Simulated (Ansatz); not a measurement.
## Electronic structure of CH4ClF2MoNO (SMILES C[N]=[Mo]([OH])([F])([F])[Cl]) in real space

Input file:

```
crystal:
  periodic: [false, false, false]
  atoms:
    - {symbol: C, position_ang: [0.886251, -1.530558, -0.691113]}
    - {symbol: Cl, position_ang: [1.190518, 1.755858, 1.555138]}
    - {symbol: F, position_ang: [0.219169, 2.380825, -1.058593]}
    - {symbol: F, position_ang: [-2.030104, 1.262526, -0.977268]}
    - {symbol: Mo, position_ang: [-0.510461, 1.100848, 0.085112]}
    - {symbol: N, position_ang: [0.164661, -0.367366, -0.352589]}
    - {symbol: O, position_ang: [-1.591531, 0.763700, 1.555214]}
    - {symbol: H, position_ang: [1.088312, -1.551134, -1.774046]}
    - {symbol: H, position_ang: [1.846754, -1.527356, -0.147569]}
    - {symbol: H, position_ang: [0.317098, -2.431634, -0.411187]}
    - {symbol: H, position_ang: [-1.515268, 0.087390, 2.237702]}
basis:
  gaussian:
    orbitals: def2-SVPD
hamiltonian:
  xc: pbe0
output: {forces: true, orbitals: {seedname: orbitals}}
```

Launched as:

```sh
ansatz run input.yaml --threads 2 --pin off --max-ram 6090MiB --events-out events.jsonl --progress --plain --runs-dir runs
```

Geometry: PBE0-D4/def2-SVP; core potentials replace the inner electrons of Mo.

The calculation used Ansatz 0.2.0, isolated molecule in a Gaussian basis; Kohn-Sham density functional theory, functional PBE0.

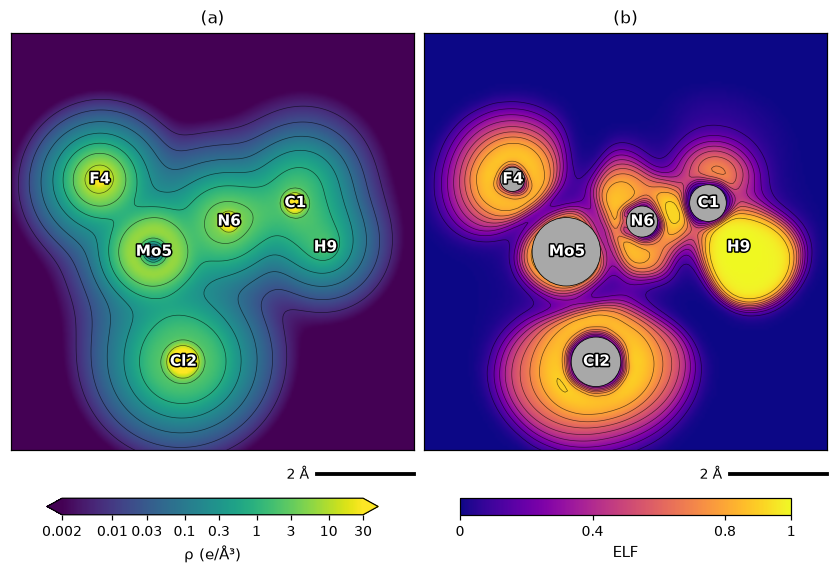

Figure 1. (a) electron density; (b) electron localisation function on the plane of atoms Cl2, Mo5 and N6. Grey discs cover the atomic cores in the ELF map.

Question: Describe what can be read from this map.

Answer:
- The plane passes through C, Cl, F, Mo, N and H nuclei.
- C–N (1.41 Å): ρ is about 2 e/Å³ halfway; the ELF peaks at about 0.90 between the atoms; a covalent bond.
- Mo–N (1.67 Å): ρ is about 1.9 e/Å³ halfway; the ELF peaks at about 0.70 in the valence shell of N, 0.5 Å from its nucleus, and drops to about 0.35 between the two atoms.
- Mo–F (1.86 Å): ρ at the midpoint is about 1.1 e/Å³; the ELF peaks at about 0.80 in the valence shell of F, 0.5 Å from its nucleus, and drops to about 0.25 between the two atoms.
- Mo–Cl (2.34 Å): the density is about 0.6 e/Å³ at the midpoint; the ELF peaks at about 0.85 in the valence shell of Cl, 0.8 Å from its nucleus, and is about 0.40 at the midpoint.
- C–H (1.10 Å): ρ at the midpoint is about 1.9 e/Å³; the ELF climbs to about 1 towards the hydrogen, as it does in any bond to H: an ordinary covalent bond to hydrogen.

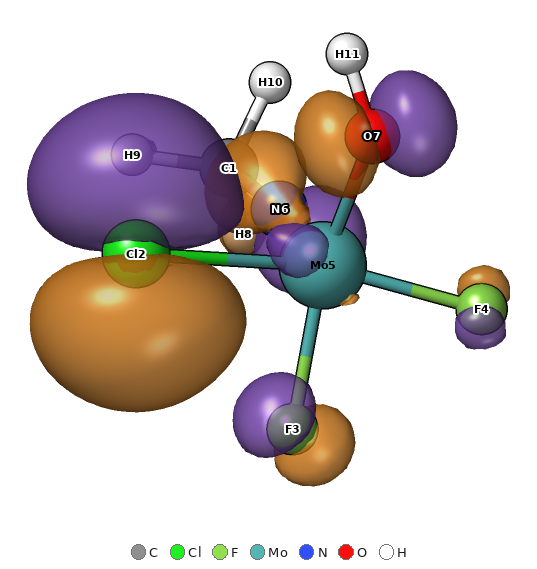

Figure 2. The HOMO−1 at ±0.1 Å⁻³ᐟ² (orange and purple are the two phases), seen at an oblique angle.

Question: What is the character of this orbital?

Answer: It lies mainly on Cl2 (about 75 %), N6 (about 5 %) and O7 (about 5 %); largely a lone pair of Cl2. Its energy is −8.61 eV.

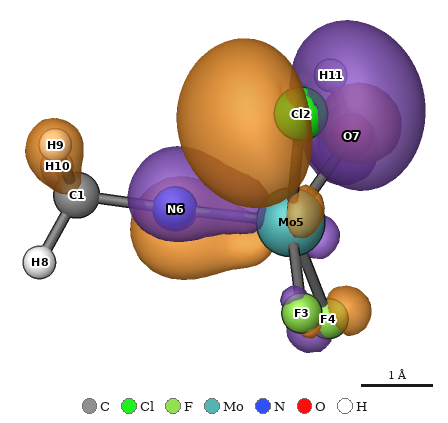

Figure 3. One frontier orbital at ±0.1 Å⁻³ᐟ² (orange and purple are the two phases), seen at a tilt.

Question: Which orbital is it: HOMO or LUMO?

Answer: The HOMO, at −8.55 eV. Its weight (Hirshfeld) is mainly on Cl2 (about 70 %) and N6 (about 10 %); largely a lone pair of Cl2.
